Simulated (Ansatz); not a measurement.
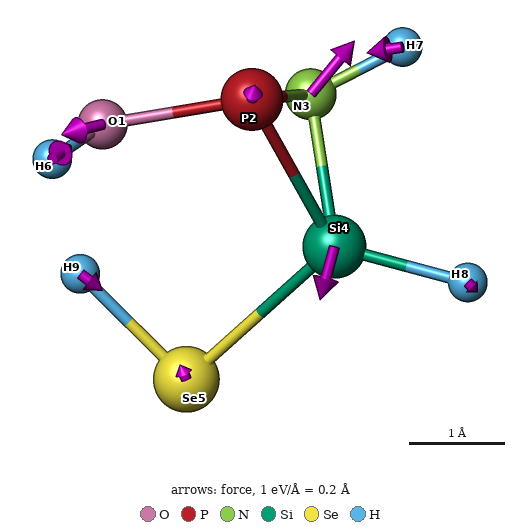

Starting geometry of SiPNH4SeO with the computed forces as purple arrows. The picture is a ball-and-stick view, seen at a tilt.

The run prepares an end point of a later path (torsion) calculation, from a guessed geometry.

All numbers below come from RKS PBE-D4/def2-mTZVP in Ansatz.

Input
```yaml
crystal:
  periodic: [false, false, false]
  atoms:
    - { symbol: O, position_ang: [0.3675, 1.905, -0.0994] }
    - { symbol: P, position_ang: [1.2316, 0.7077, 0.6852] }
    - { symbol: "N", position_ang: [1.276, -0.3396, -0.7934] }
    - { symbol: Si, position_ang: [-0.0573, -0.905, 0.0936] }
    - { symbol: Se, position_ang: [-2.0396, -0.228, -0.9584] }
    - { symbol: H, position_ang: [-0.0515, 2.5136, 0.6246] }
    - { symbol: H, position_ang: [2.088, -1.0415, -0.5998] }
    - { symbol: H, position_ang: [0.1057, -2.2525, 0.6298] }
    - { symbol: H, position_ang: [-1.38354, 1.16804, -1.31523] }
basis:
  gaussian: { orbitals: def2-mTZVP }
hamiltonian:
  xc: pbe
  dispersion: d4
relax:
  f_tol: 0.015
  max_steps: 40
```

Launched with:
```bash
ansatz run input.yaml --threads 2 --pin off --max-ram 3072MiB --backend cpu --events-out ev --progress --plain --runs-dir out
```

Question: What follows when this structure is relaxed?

Answer: It isn't relaxed: the largest force vector, on N3, is 3.68 eV/Å. The final displacements follow the starting forces only in part (cosine between the two patterns 0.41). Over 13 accepted moves (17 points after the start) the energy falls by 94.7 kJ/mol. The largest force component goes from 3.5 to 0.0074 eV/Å. The line search rejected the trial steps at points 5, 9, 11, 16 of the run. The atom that moves furthest after the best rigid fit is H6 (0.81 Å). Largest moves by element: H 0.81 Å, N 0.50 Å, Se 0.38 Å, P 0.28 Å, O 0.20 Å, Si 0.14 Å. Among the contacts that change: P2–Si4 2.148 → 2.244 Å, Se5–H9 1.583 → 1.494 Å, N3–H7 1.091 → 1.020 Å, Si4–Se5 2.344 → 2.282 Å. Bond angles that change, for instance: Si4–N3–H7 106.1° → 145.7°, P2–N3–H7 104.2° → 130.4°, Se5–Si4–H8 121.7° → 108.3°. Groups turn about O1–P2 by about 65°. The run took 57 s on 2 threads of Arm Neoverse V2, with other jobs on the host, peak memory 0.19 GiB.
